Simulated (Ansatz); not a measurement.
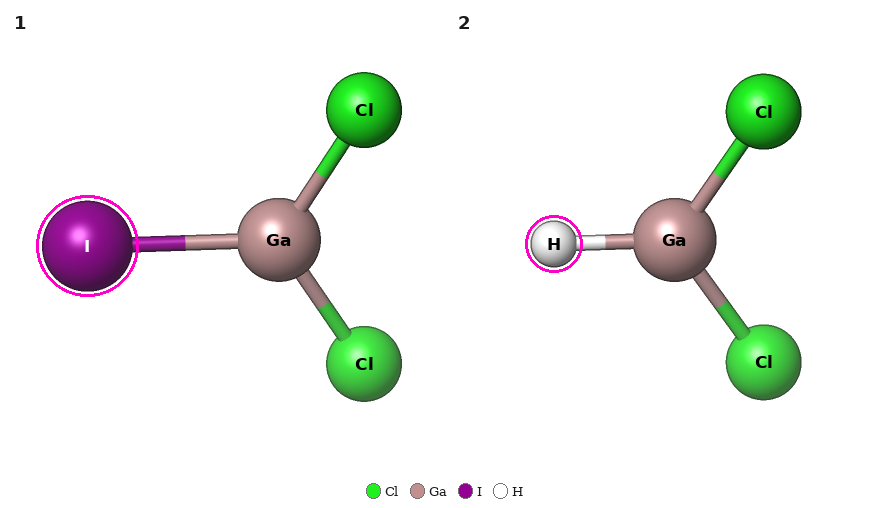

2 molecules with one skeleton, seen from the same side and at one scale; the atom that differs is circled. Charge 0, singlet. Computed geometries: PBE0-D4/def2-TZVP optimisations, one conformation each. Properties computed with Ansatz 0.2.0. Elements past Kr carry core potentials.

One atom differs, called X below: I in panel 1, H in panel 2. Their formulas are GaICl2 (`[Cl][Ga]([Cl])[I]`), Cl2GaH (`[Cl][GaH][Cl]`).

### In which is the HOMO energy (Kohn–Sham orbital) higher (ωB97M-V/def2-SVP)?

In panel 1 (X = I).

### In which is the harmonic X–Ga stretching wavenumber higher (PBE0-D4/def2-TZVP)?

In panel 2 (X = H).

Give the values. With PBE0-D4/def2-TZVP: length of X–Ga (Å), mean angle Cl–Ga–X (°), harmonic X–Ga stretching wavenumber (cm⁻¹). With ωB97M-V/def2-SVP: HOMO energy (Kohn–Sham orbital) (eV), HOMO–LUMO gap (eV). With r2SCAN-D4/def2-TZVPP: dipole moment (D).

| quantity | 1 (I) | 2 (H) | 2 − 1 |
| --- | --- | --- | --- |
| length of X–Ga (Å) | 2.450 | 1.545 | −0.905 |
| mean angle Cl–Ga–X (°) | 121.0 | 122.4 | +1.4 |
| HOMO energy (Kohn–Sham orbital) (eV) | −10.30 | −11.21 | −0.91 |
| HOMO–LUMO gap (eV) | 10.21 | 11.44 | +1.23 |
| dipole moment (D) | 0.98 | 1.67 | +0.69 |
| harmonic X–Ga stretching wavenumber (cm⁻¹) | 246 | 2066 | +1820 |
